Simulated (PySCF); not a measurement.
Ionisation energy of neutral technetium ([Kr] 4d⁵ 5s² → [Kr] 4d⁵ 5s). PySCF, def2-TZVPPD with a 28-electron core potential, unrestricted single determinants, no spin-orbit coupling. Methods marked “subvalence” freeze no core electrons.

By method:

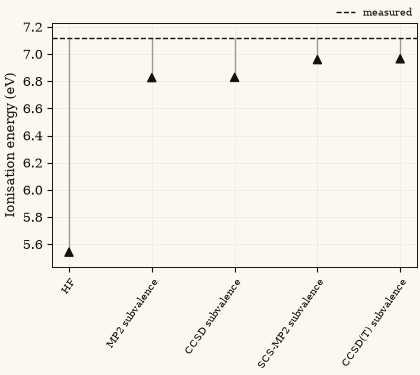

```json
{"Method": "HF", "Ionisation energy (eV)": "5.54"}
{"Method": "MP2 subvalence", "Ionisation energy (eV)": "6.83"}
{"Method": "SCS-MP2 subvalence", "Ionisation energy (eV)": "6.96"}
{"Method": "CCSD subvalence", "Ionisation energy (eV)": "6.83"}
{"Method": "CCSD(T) subvalence", "Ionisation energy (eV)": "6.97"}
```

The values run from 5.54 eV (HF) to 6.97 eV (CCSD(T) subvalence). The measured value is 7.12 eV; nearest to it come CCSD(T) subvalence (−0.15) and SCS-MP2 subvalence (−0.16), furthest HF (−1.58 eV).
